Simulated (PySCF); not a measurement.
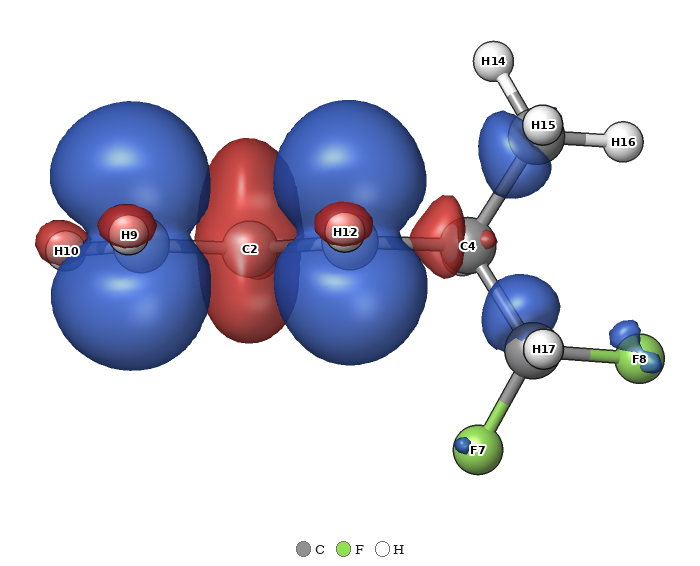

C$_{6}$H$_{9}$F$_{2}$ (doublet). Isosurfaces of the spin density at +0.015 (blue) and −0.015 e/Å³ (red), seen across its widest extent.

Geometry: GFN2-xTB.

Computed with UKS B3LYP, pcH-1 on C F H, non-relativistic, mean-field spin-orbit, GIAO in PySCF.

```yaml
atoms:
  - { symbol: C, position_ang: [3.0297, -0.0248, 0.0325] }
  - { symbol: C, position_ang: [1.8020, 0.1269, 0.6184] }
  - { symbol: C, position_ang: [0.6032, -0.0531, -0.0361] }
  - { symbol: C, position_ang: [-0.7288, 0.1271, 0.6059] }
  - { symbol: C, position_ang: [-1.5606, 1.1923, -0.1192] }
  - { symbol: C, position_ang: [-1.4940, -1.2008, 0.5805] }
  - { symbol: F, position_ang: [-0.8246, -2.1592, 1.2650] }
  - { symbol: F, position_ang: [-2.6983, -1.0822, 1.1936] }
  - { symbol: H, position_ang: [3.1187, -0.3018, -1.0032] }
  - { symbol: H, position_ang: [3.9385, 0.1247, 0.5852] }
  - { symbol: H, position_ang: [1.7655, 0.4047, 1.6647] }
  - { symbol: H, position_ang: [0.6043, -0.3356, -1.0790] }
  - { symbol: H, position_ang: [-0.6057, 0.4085, 1.6567] }
  - { symbol: H, position_ang: [-1.0525, 2.1510, -0.0651] }
  - { symbol: H, position_ang: [-1.6903, 0.9257, -1.1658] }
  - { symbol: H, position_ang: [-2.5400, 1.2862, 0.3433] }
  - { symbol: H, position_ang: [-1.6741, -1.5776, -0.4381] }
```

### Where is the unpaired spin?

The unpaired spin (1 electron) lies mostly on C1 (about 0.4) and C3 (about 0.4), in electrons by Hirshfeld's partition, with opposite, polarisation-induced spin on C2.
